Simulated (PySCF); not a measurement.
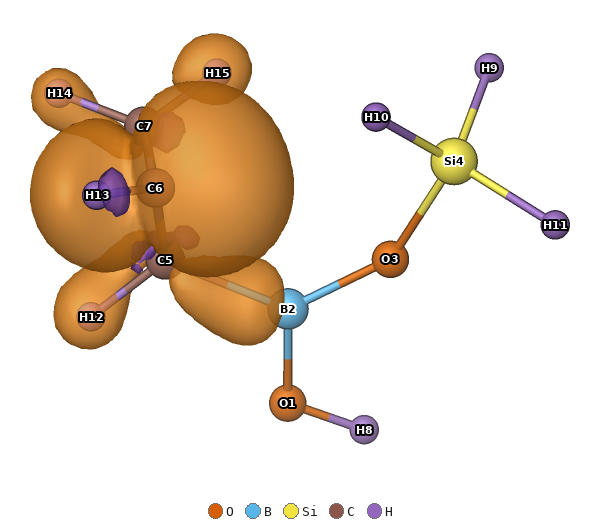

The picture shows: C3H8BO2Si (SMILES OB(O[SiH3])[C@H]1[CH]C1) (doublet). Isosurfaces of the spin density (α minus β) at +0.02 (orange) and −0.02 e/Å³ (purple), seen at a tilt.

Geometry: GFN2-xTB.

Theory: PySCF, UKS B3LYP, pcH-1 on B C H O Si, non-relativistic, mean-field spin-orbit, GIAO.

```xyz
15

O     0.5480   -2.3277    1.0347
B     0.3389   -1.0843    0.5534
O     1.3793   -0.3232    0.1737
Si    1.8667    1.1228   -0.3504
C    -1.1509   -0.5722    0.4508
C    -1.4675    0.8591    0.3972
C    -1.5984    0.1159   -0.8466
H     1.4671   -2.5962    1.0764
H     2.1795    0.9286   -1.7682
H     0.8437    2.1510   -0.1603
H     3.0596    1.3858    0.4544
H    -1.8735   -1.2221    0.9425
H    -2.1744    1.4355    0.9553
H    -2.5820   -0.0999   -1.2528
H    -0.8406    0.2350   -1.6103
```

Question: Where is the unpaired spin?

Answer: The unpaired spin (1 electron) lies mostly on C6 (about 0.7), in electrons by Hirshfeld's partition.
